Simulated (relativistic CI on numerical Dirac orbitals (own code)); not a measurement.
# Sn: one ion under different settings

Aim: see what numerical and physical settings do to the SCF, the total energy and the lowest levels of Sn.

Method: Dirac-Coulomb-Breit CI, KLI orbitals optimised for each configuration, model QED (radiative potential, 1s self-energy scaled to tabulated hydrogen-like ionisation energies), numerical settings as typed. Code: relativistic CI on numerical Dirac orbitals (own code) version 3.

### 1 The atom as given

* ion: Sn (Sn I)
* nuclear charge: 50
* electrons: 50
* isotope: A = 120

### 2 The usual input

Settings, as recorded:

```ini
atom Sn  Z=50  charge=0  electrons=50
nucleus A=120  rms_radius_fm=4.6519
hamiltonian dirac-coulomb  breit=on  qed=on  c_scale=1
orbitals kli  potential=per-configuration
slater_scale 1
correlation none
mixing on
grid step=0.0125 r_max=201.2
scf mixing=0.4 start=green max_iterations=150 tolerance=2e-08 node_fill=0.05
configurations
  [Kr] 4d10 5s2 5p2
  [Kr] 4d10 5s2 5p 5d
  [Kr] 4d10 5s 5p3
end
```

The run is started by

```bash
> python run_levels.py task.json out
```

task.json lists these runs, among others, and the program works through them in turn.

The program writes no log. Results of the run, from its result record (rounded, main fields):

```text
status: converged
levels [i, E_cm, J2, conf, term, w_term, w_jj]:
  - [0, 0, 0, "5s2 5p2", "3P", 0.9803, 0.7913]
  - [1, 1509.5688, 2, "5s2 5p2", "3P", 1, 1]
  - [2, 3434.9441, 4, "5s2 5p2", "3P", 0.9467, 0.563]
  - [3, 10534.89, 4, "5s2 5p2", "1D", 0.9467, 0.563]
  - [4, 21874.1, 0, "5s2 5p2", "1S", 0.9803, 0.7913]
  - [5, 27471.154, 4, "5s 5p3", "5S*", 0.9946, 0.5474]
  - [6, 40398.172, 4, "5s2 5p 5d", "3D*", 0.504, 0.8083]
  - [7, 40600.251, 2, "5s2 5p 5d", "3D*", 0.69, 0.7166]
  - [8, 40743.793, 4, "5s2 5p 5d", "3F*", 0.5743, 0.9502]
  - [9, 41213.555, 6, "5s2 5p 5d", "3D*", 0.4696, 0.7649]
  - [10, 44065.03, 4, "5s2 5p 5d", "3F*", 0.3791, 0.763]
  - [11, 44065.623, 6, "5s2 5p 5d", "3F*", 0.5548, 0.4348]
  - [12, 45240.196, 8, "5s2 5p 5d", "3F*", 1, 1]
  - [13, 45309.554, 4, "5s2 5p 5d", "3P*", 0.6937, 0.8046]
  - "... 13 more rows left out ..."
total_energy [Ha]: -6168.7653619
n_levels_all: 27
overlap: 5.02749e-12
scf_iterations: [11, 12, 12]
orbital_energies [Ha]: {"1s": -1064.57, "2s": -160.773, "2p1/2": -150.124, "2p3/2": -141.673, "3s": -31.2125, "3p1/2": -26.898, "3p3/2": -25.3493, "3d3/2": -17.7458, "3d5/2": -17.4267, "4s": -5.01776, "4p1/2": -3.58781, "4p3/2": -3.3148, "4d3/2": -1.08003, "4d5/2": -1.04252, "5s": -0.486181, "5p1/2": -0.252057, "5p3/2": -0.23689}
configurations [conf, odd, states, E_av_Ha, breit_Ha, qed_Ha]:
  - ["5s2 5p2", 0, 15, -6176.104751, 4.42, 2.949]
  - ["5s2 5p 5d", 1, 60, -6175.928357, 4.42, 2.949]
  - ["5s 5p3", 1, 40, -6175.856714, 4.42, 2.948]
scf_steps of the first configuration [iteration, E_Ha, residual, outer_eigenvalue_Ha]:
  - [1, -6173.41514, 0.908, -0.2426]
  - [2, -6175.741262, 0.368, -0.2084]
  - [3, -6176.050811, 0.156, -0.2218]
  - [4, -6176.104209, 0.0188, -0.2357]
  - [5, -6176.104547, 0.00266, -0.2355]
  - [6, -6176.104946, 0.00275, -0.2373]
  - [7, -6176.104747, 9.15e-05, -0.2369]
  - [8, -6176.104751, 9.37e-06, -0.2369]
  - [9, -6176.104751, 6.77e-06, -0.2369]
  - [10, -6176.104751, 6.07e-08, -0.2369]
  - [11, -6176.104751, 1.83e-08, -0.2369]
```

Run time: 0.25 s. Hardware: 1 thread, shared host.

### 3 Start potential previous

The settings differ from step 2 so:

```diff
@@ -8,3 +8,3 @@
 grid step=0.0125 r_max=201.2
-scf mixing=0.4 start=green max_iterations=150 tolerance=2e-08 node_fill=0.05
+scf mixing=0.4 start=previous max_iterations=150 tolerance=2e-08 node_fill=0.05
 configurations
```

Results of the run:

```text
status: converged
levels [i, E_cm, J2, conf, term, w_term]:
  - [0, 0, 0, "5s2 5p2", "3P", 0.9803]
  - [1, 1509.5688, 2, "5s2 5p2", "3P", 1]
  - [2, 3434.9442, 4, "5s2 5p2", "3P", 0.9467]
  - [3, 10534.89, 4, "5s2 5p2", "1D", 0.9467]
  - [4, 21874.1, 0, "5s2 5p2", "1S", 0.9803]
  - [5, 27471.153, 4, "5s 5p3", "5S*", 0.9946]
  - [6, 40398.171, 4, "5s2 5p 5d", "3D*", 0.504]
  - [7, 40600.25, 2, "5s2 5p 5d", "3D*", 0.69]
  - "... 19 more rows left out ..."
total_energy [Ha]: -6168.7653619
n_levels_all: 27
overlap: 5.02826e-12
scf_iterations: [11, 12, 10]
orbital_energies [Ha]: {"1s": -1064.57, "2s": -160.773, "2p1/2": -150.124, "2p3/2": -141.673, "3s": -31.2125, "3p1/2": -26.898, "3p3/2": -25.3493, "3d3/2": -17.7458, "3d5/2": -17.4267, "4s": -5.01776, "4p1/2": -3.58781, "4p3/2": -3.3148, "4d3/2": -1.08003, "4d5/2": -1.04252, "5s": -0.486181, "5p1/2": -0.252057, "5p3/2": -0.23689}
configurations [conf, odd, states, E_av_Ha, breit_Ha, qed_Ha]:
  - ["5s2 5p2", 0, 15, -6176.104751, 4.42, 2.949]
  - ["5s2 5p 5d", 1, 60, -6175.928357, 4.42, 2.949]
  - ["5s 5p3", 1, 40, -6175.856714, 4.42, 2.948]
scf_steps of the first configuration [iteration, E_Ha, residual, outer_eigenvalue_Ha]:
  - [1, -6174.459286, 0.746, -0.126]
  - [2, -6176.038268, 0.121, -0.209]
  - [3, -6176.086865, 0.0614, -0.2194]
  - [4, -6176.103482, 0.0105, -0.2314]
  - [5, -6176.104464, 0.00163, -0.2364]
  - [6, -6176.10477, 0.000626, -0.2372]
  - [7, -6176.104746, 9.61e-05, -0.2369]
  - [8, -6176.104751, 3.02e-06, -0.2369]
  - [9, -6176.104751, 1.7e-06, -0.2369]
  - [10, -6176.104751, 2.07e-08, -0.2369]
  - [11, -6176.104751, 7.75e-09, -0.2369]
```

Run time: 0.24 s. Hardware: 1 thread, shared host.

### 4 Potential mixing 0.2, Slater scale 1.2

Settings, as recorded:

```ini
atom Sn  Z=50  charge=0  electrons=50
nucleus A=120  rms_radius_fm=4.6519
hamiltonian dirac-coulomb  breit=on  qed=on  c_scale=1
orbitals kli  potential=per-configuration
slater_scale 1.2
correlation none
mixing on
grid step=0.0125 r_max=201.2
scf mixing=0.2 start=green max_iterations=150 tolerance=2e-08 node_fill=0.05
configurations
  [Kr] 4d10 5s2 5p2
  [Kr] 4d10 5s2 5p 5d
  [Kr] 4d10 5s 5p3
end
```

Results of the run:

```text
status: converged
levels [i, E_cm, J2, conf, term, w_term]:
  - [0, 0, 0, "5s2 5p2", "3P", 0.9857]
  - [1, 1451.0284, 2, "5s2 5p2", "3P", 1]
  - [2, 3456.6509, 4, "5s2 5p2", "3P", 0.9629]
  - [3, 11918.38, 4, "5s2 5p2", "1D", 0.9629]
  - [4, 21570.691, 4, "5s 5p3", "5S*", 0.9961]
  - [5, 25505.783, 0, "5s2 5p2", "1S", 0.9857]
  - [6, 40085.419, 4, "5s2 5p 5d", "3D*", 0.5501]
  - [7, 40132.58, 2, "5s2 5p 5d", "3D*", 0.6652]
  - "... 19 more rows left out ..."
total_energy [Ha]: -6168.7685459
n_levels_all: 27
overlap: 5.0291e-12
scf_iterations: [14, 15, 14]
orbital_energies [Ha]: {"1s": -1064.57, "2s": -160.773, "2p1/2": -150.124, "2p3/2": -141.673, "3s": -31.2125, "3p1/2": -26.898, "3p3/2": -25.3493, "3d3/2": -17.7458, "3d5/2": -17.4267, "4s": -5.01776, "4p1/2": -3.58781, "4p3/2": -3.3148, "4d3/2": -1.08003, "4d5/2": -1.04252, "5s": -0.486181, "5p1/2": -0.252057, "5p3/2": -0.23689}
configurations [conf, odd, states, E_av_Ha, breit_Ha, qed_Ha]:
  - ["5s2 5p2", 0, 15, -6176.104751, 4.42, 2.949]
  - ["5s2 5p 5d", 1, 60, -6175.928357, 4.42, 2.949]
  - ["5s 5p3", 1, 40, -6175.856714, 4.42, 2.948]
scf_steps of the first configuration [iteration, E_Ha, residual, outer_eigenvalue_Ha]:
  - [1, -6173.41514, 0.908, -0.2426]
  - [2, -6174.914215, 0.624, -0.2235]
  - [3, -6175.981587, 0.212, -0.2114]
  - [4, -6176.101198, 0.0618, -0.2439]
  - [5, -6176.1033, 0.0468, -0.2418]
  - [6, -6176.103646, 0.0118, -0.2341]
  - [7, -6176.10387, 0.0097, -0.2346]
  - [8, -6176.104776, 0.000571, -0.237]
  - [9, -6176.104763, 0.000263, -0.2369]
  - [10, -6176.10475, 1.22e-05, -0.2369]
  - [11, -6176.10475, 3.97e-06, -0.2369]
  - [12, -6176.104751, 5.46e-08, -0.2369]
  - [13, -6176.104751, 3.71e-08, -0.2369]
  - [14, -6176.104751, 1.31e-09, -0.2369]
```

Wall time 0.28 s (1 thread, shared host).

### 5 Grid step 0.008, nuclear radius 5.1171

Settings, as recorded:

```ini
atom Sn  Z=50  charge=0  electrons=50
nucleus A=120  rms_radius_fm=5.1171
hamiltonian dirac-coulomb  breit=on  qed=on  c_scale=1
orbitals kli  potential=per-configuration
slater_scale 1
correlation none
mixing on
grid step=0.008 r_max=201.2
scf mixing=0.4 start=green max_iterations=150 tolerance=2e-08 node_fill=0.05
configurations
  [Kr] 4d10 5s2 5p2
  [Kr] 4d10 5s2 5p 5d
  [Kr] 4d10 5s 5p3
end
```

Results of the run:

```text
status: converged
levels [i, E_cm, J2, conf, term, w_term]:
  - [0, 0, 0, "5s2 5p2", "3P", 0.9803]
  - [1, 1509.5647, 2, "5s2 5p2", "3P", 1]
  - [2, 3434.9374, 4, "5s2 5p2", "3P", 0.9467]
  - [3, 10534.897, 4, "5s2 5p2", "1D", 0.9467]
  - [4, 21874.13, 0, "5s2 5p2", "1S", 0.9803]
  - [5, 27469.855, 4, "5s 5p3", "5S*", 0.9946]
  - [6, 40398.214, 4, "5s2 5p 5d", "3D*", 0.504]
  - [7, 40600.234, 2, "5s2 5p 5d", "3D*", 0.6899]
  - "... 19 more rows left out ..."
total_energy [Ha]: -6168.7347283
n_levels_all: 27
overlap: 2.62617e-13
scf_iterations: [11, 12, 11]
orbital_energies [Ha]: {"1s": -1064.56, "2s": -160.772, "2p1/2": -150.124, "2p3/2": -141.673, "3s": -31.2122, "3p1/2": -26.898, "3p3/2": -25.3493, "3d3/2": -17.7458, "3d5/2": -17.4267, "4s": -5.01771, "4p1/2": -3.58782, "4p3/2": -3.3148, "4d3/2": -1.08004, "4d5/2": -1.04252, "5s": -0.486177, "5p1/2": -0.252059, "5p3/2": -0.236891}
configurations [conf, odd, states, E_av_Ha, breit_Ha, qed_Ha]:
  - ["5s2 5p2", 0, 15, -6176.073664, 4.42, 2.948]
  - ["5s2 5p 5d", 1, 60, -6175.897269, 4.42, 2.948]
  - ["5s 5p3", 1, 40, -6175.825633, 4.42, 2.948]
scf_steps of the first configuration [iteration, E_Ha, residual, outer_eigenvalue_Ha]:
  - [1, -6173.38412, 0.908, -0.2426]
  - [2, -6175.710185, 0.368, -0.2084]
  - [3, -6176.019725, 0.156, -0.2218]
  - [4, -6176.073121, 0.0188, -0.2357]
  - [5, -6176.07346, 0.00266, -0.2355]
  - [6, -6176.073859, 0.00275, -0.2373]
  - [7, -6176.07366, 9.16e-05, -0.2369]
  - [8, -6176.073664, 9.44e-06, -0.2369]
  - [9, -6176.073664, 6.78e-06, -0.2369]
  - [10, -6176.073664, 6.01e-08, -0.2369]
  - [11, -6176.073664, 1.82e-08, -0.2369]
```

Run time: 0.38 s. Hardware: 1 thread, shared host.

The changed nuclear radius is not that of the isotope named.

### 6 Node fill 0

Settings, as recorded:

```ini
atom Sn  Z=50  charge=0  electrons=50
nucleus A=120  rms_radius_fm=4.6519
hamiltonian dirac-coulomb  breit=on  qed=on  c_scale=1
orbitals kli  potential=per-configuration
slater_scale 1
correlation none
mixing on
grid step=0.0125 r_max=201.2
scf mixing=0.4 start=green max_iterations=150 tolerance=2e-08 node_fill=0
configurations
  [Kr] 4d10 5s2 5p2
  [Kr] 4d10 5s2 5p 5d
  [Kr] 4d10 5s 5p3
end
```

Results of the run:

```text
status: converged
levels [i, E_cm, J2, conf, term, w_term]:
  - [0, 0, 0, "5s2 5p2", "3P", 0.981]
  - [1, 1473.023, 2, "5s2 5p2", "3P", 1]
  - [2, 3374.7104, 4, "5s2 5p2", "3P", 0.9489]
  - [3, 10497.962, 4, "5s2 5p2", "1D", 0.9489]
  - [4, 21887.396, 0, "5s2 5p2", "1S", 0.981]
  - [5, 27306.93, 4, "5s 5p3", "5S*", 0.9949]
  - [6, 40357.594, 4, "5s2 5p 5d", "3D*", 0.508]
  - [7, 40552.413, 2, "5s2 5p 5d", "3D*", 0.6912]
  - "... 19 more rows left out ..."
total_energy [Ha]: -6168.7612742
n_levels_all: 27
overlap: 4.68769e-12
scf_iterations: [11, 11, 11]
orbital_energies [Ha]: {"1s": -1064.96, "2s": -160.948, "2p1/2": -150.318, "2p3/2": -141.859, "3s": -31.2902, "3p1/2": -26.9788, "3p3/2": -25.4279, "3d3/2": -17.8278, "3d5/2": -17.5079, "4s": -5.03162, "4p1/2": -3.60139, "4p3/2": -3.32735, "4d3/2": -1.09077, "4d5/2": -1.05301, "5s": -0.490055, "5p1/2": -0.254546, "5p3/2": -0.239142}
configurations [conf, odd, states, E_av_Ha, breit_Ha, qed_Ha]:
  - ["5s2 5p2", 0, 15, -6176.104541, 4.423, 2.949]
  - ["5s2 5p 5d", 1, 60, -6175.928135, 4.423, 2.949]
  - ["5s 5p3", 1, 40, -6175.856482, 4.423, 2.949]
scf_steps of the first configuration [iteration, E_Ha, residual, outer_eigenvalue_Ha]:
  - [1, -6173.41514, 0.885, -0.2426]
  - [2, -6175.720462, 0.362, -0.2102]
  - [3, -6176.044257, 0.153, -0.2239]
  - [4, -6176.104298, 0.0182, -0.2379]
  - [5, -6176.104565, 0.00259, -0.2378]
  - [6, -6176.104527, 0.00262, -0.2395]
  - [7, -6176.104531, 7.58e-05, -0.2392]
  - [8, -6176.104541, 1.11e-05, -0.2391]
  - [9, -6176.104541, 5.99e-06, -0.2391]
  - [10, -6176.104541, 5.29e-08, -0.2391]
  - [11, -6176.104541, 1.43e-08, -0.2391]
```

Wall time 0.24 s (1 thread, shared host).

### 7 Grid step 0.15

The settings differ from step 6 so:

```diff
@@ -7,4 +7,4 @@
 mixing on
-grid step=0.0125 r_max=201.2
-scf mixing=0.4 start=green max_iterations=150 tolerance=2e-08 node_fill=0
+grid step=0.15 r_max=201.2
+scf mixing=0.4 start=green max_iterations=98 tolerance=2e-08 node_fill=0.05
 configurations
```

Results of the run:

```text
status: converged
warnings: ["orbitals of one symmetry overlap by 1.5e-04"]
levels [i, E_cm, J2, conf, term, w_term]:
  - [0, 0, 0, "5s2 5p2", "3P", 0.9804]
  - [1, 1501.329, 2, "5s2 5p2", "3P", 1]
  - [2, 3419.6878, 4, "5s2 5p2", "3P", 0.9472]
  - [3, 10518.536, 4, "5s2 5p2", "1D", 0.9472]
  - [4, 21858.53, 0, "5s2 5p2", "1S", 0.9804]
  - [5, 27399.994, 4, "5s 5p3", "5S*", 0.9947]
  - [6, 40385.928, 4, "5s2 5p 5d", "3D*", 0.5053]
  - [7, 40584.728, 2, "5s2 5p 5d", "3D*", 0.6897]
  - "... 19 more rows left out ..."
total_energy [Ha]: -6168.7157709
n_levels_all: 27
overlap: 0.00014821
scf_iterations: [11, 12, 12]
orbital_energies [Ha]: {"1s": -1064.57, "2s": -160.766, "2p1/2": -150.12, "2p3/2": -141.667, "3s": -31.2074, "3p1/2": -26.8938, "3p3/2": -25.3466, "3d3/2": -17.7441, "3d5/2": -17.4251, "4s": -5.01529, "4p1/2": -3.58562, "4p3/2": -3.31365, "4d3/2": -1.07965, "4d5/2": -1.04282, "5s": -0.486178, "5p1/2": -0.252021, "5p3/2": -0.236925}
configurations [conf, odd, states, E_av_Ha, breit_Ha, qed_Ha]:
  - ["5s2 5p2", 0, 15, -6176.055549, 4.42, 2.949]
  - ["5s2 5p 5d", 1, 60, -6175.879142, 4.42, 2.949]
  - ["5s 5p3", 1, 40, -6175.807761, 4.42, 2.948]
scf_steps of the first configuration [iteration, E_Ha, residual, outer_eigenvalue_Ha]:
  - [1, -6173.359502, 0.908, -0.2426]
  - [2, -6175.686074, 0.368, -0.2084]
  - [3, -6175.998455, 0.156, -0.2219]
  - [4, -6176.054413, 0.0188, -0.2357]
  - [5, -6176.055312, 0.00266, -0.2356]
  - [6, -6176.055737, 0.00273, -0.2373]
  - [7, -6176.055541, 9.06e-05, -0.2369]
  - [8, -6176.055548, 9.8e-06, -0.2369]
  - [9, -6176.055549, 6.63e-06, -0.2369]
  - [10, -6176.055549, 5.52e-08, -0.2369]
  - [11, -6176.055549, 1.83e-08, -0.2369]
```

Run time: 0.041 s. Hardware: 1 thread, shared host.

A bad setting: its result is shown only for the comparison.

### 8 Node fill 50

The settings differ from step 7 so:

```diff
@@ -7,4 +7,4 @@
 mixing on
-grid step=0.15 r_max=201.2
-scf mixing=0.4 start=green max_iterations=98 tolerance=2e-08 node_fill=0.05
+grid step=0.0125 r_max=201.2
+scf mixing=0.4 start=green max_iterations=58 tolerance=2e-08 node_fill=50
 configurations
```

Results of the run:

```text
status: converged
levels [i, E_cm, J2, conf, term, w_term]:
  - [0, 0, 0, "5s2 5p2", "3P", 0.9408]
  - [1, 2898.1639, 2, "5s2 5p2", "3P", 1]
  - [2, 5271.4675, 4, "5s2 5p2", "3P", 0.8137]
  - [3, 11660.434, 4, "5s2 5p2", "1D", 0.8137]
  - [4, 20418.605, 0, "5s2 5p2", "1S", 0.9408]
  - [5, 33445.689, 4, "5s 5p3", "5S*", 0.9682]
  - [6, 36952.101, 4, "5s2 5p 5d", "3F*", 0.64]
  - [7, 37350.287, 4, "5s2 5p 5d", "3D*", 0.4225]
  - "... 19 more rows left out ..."
total_energy [Ha]: -6167.7717119
n_levels_all: 27
overlap: 3.09181e-12
scf_iterations: [12, 13, 12]
orbital_energies [Ha]: {"1s": -1057.09, "2s": -157.557, "2p1/2": -146.437, "2p3/2": -138.146, "3s": -29.7973, "3p1/2": -25.4357, "3p3/2": -23.9436, "3d3/2": -16.3606, "3d5/2": -16.0596, "4s": -4.56953, "4p1/2": -3.17041, "4p3/2": -2.91337, "4d3/2": -0.785087, "4d5/2": -0.752612, "5s": -0.363198, "5p1/2": -0.167827, "5p3/2": -0.158496}
configurations [conf, odd, states, E_av_Ha, breit_Ha, qed_Ha]:
  - ["5s2 5p2", 0, 15, -6175.009496, 4.339, 2.934]
  - ["5s2 5p 5d", 1, 60, -6174.851442, 4.339, 2.934]
  - ["5s 5p3", 1, 40, -6174.765577, 4.339, 2.933]
scf_steps of the first configuration [iteration, E_Ha, residual, outer_eigenvalue_Ha]:
  - [1, -6173.41514, 1.38, -0.2426]
  - [2, -6175.387412, 0.481, -0.1574]
  - [3, -6175.261701, 0.229, -0.1595]
  - [4, -6175.011272, 0.036, -0.1591]
  - [5, -6175.007504, 0.00383, -0.1575]
  - [6, -6175.010312, 0.00092, -0.1588]
  - [7, -6175.009387, 0.000176, -0.1585]
  - [8, -6175.009542, 1.81e-05, -0.1585]
  - [9, -6175.009483, 7.56e-06, -0.1585]
  - [10, -6175.009498, 7.18e-07, -0.1585]
  - [11, -6175.009496, 1.99e-07, -0.1585]
  - [12, -6175.009496, 9.06e-09, -0.1585]
```

Wall time 0.26 s (1 thread, shared host).

A bad setting: its result is shown only for the comparison.

### 9 Comparison

| setting | total energy less usual (Ha) | largest shift of a level among the lowest eight of both runs, same label and place (cm⁻¹) | SCF iterations | time | lowest level | kind of change |
| --- | --- | --- | --- | --- | --- | --- |
| usual | 0 | 0 | 35 | 0.25 s | 5p2 3P0 | - |
| start potential previous | 0 | 0 | 33 | 0.24 s | 5p2 3P0 | numerical |
| potential mixing 0.2, Slater scale 1.2 | -0.00318 | 5900 | 43 | 0.28 s | 5p2 3P0 | model term |
| grid step 0.008, nuclear radius 5.1171 | 0.0306 | 1.30 | 34 | 0.38 s | 5p2 3P0 | unphysical constant |
| node fill 0 | 0.00409 | 164 | 33 | 0.24 s | 5p2 3P0 | numerical |
| grid step 0.15 | 0.0496 | 71.2 | 35 | 0.041 s | 5p2 3P0 | unsound |
| node fill 50 | 0.994 | 5970 | 37 | 0.26 s | 5p2 3P0 | unsound |

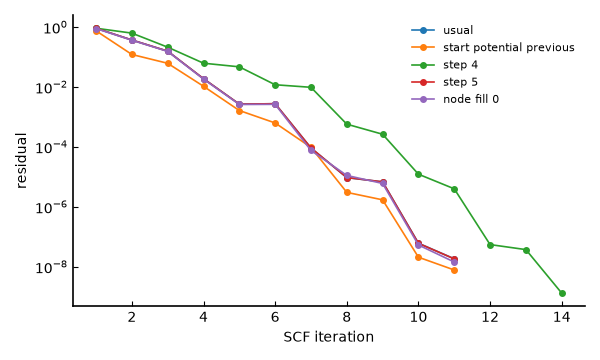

Residual of the first configuration's SCF.

### 10 Summary of results

```
                    quantity          value
lowest level, usual settings        5p2 3P0
                total energy  -6168.7654 Ha
            first excitation    1509.6 cm⁻¹
```

Among the runs whose levels can be followed, they move most under «node fill 50» (unsound), by up to 5970 cm⁻¹. No visible change in the result comes from «start potential previous». Under «grid step 0.15» the program warns: orbitals of one symmetry overlap by 1.5e-04. Only the listed configurations are in the model. In a near-neutral ion this small CI can misplace whole configurations by 10,000 cm⁻¹ or more.
